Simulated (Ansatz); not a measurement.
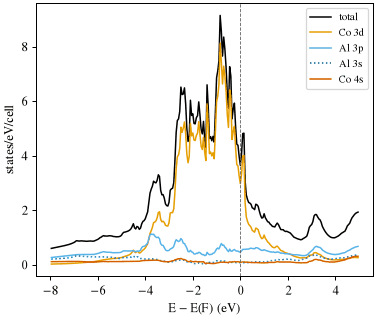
Total and projected density of states of AlCo in space group Cmcm (No. 63; Al on 4c, Co on 4c), plane-wave PAW PBE (Ansatz code)

Task: Which orbitals carry the states next to the Fermi level?

Result: Within 0.5 eV of the Fermi level: Co 3d 81 %, Al 3p 13 %. Projections are on Löwdin-orthogonalised atomic valence shells; empty p or d shells of many metals are not among them.

Task: Where is the tallest occupied peak in this window, and what makes it?

Result: Near -0.8 eV, about 9.1 states/eV per cell; the largest projected share is Co 3d.

The start of the workflow was typed in or built on a structure type; neither database checked (COD, Materials Project) lists it. Its standing as an ambient phase is unchecked. Symmetry was held in the PBE relaxation; its stability against distortions is not shown here. The final state is ferromagnetic, the only order run, not a proven ground state.

Potentials: the later of the program's two PAW sets.
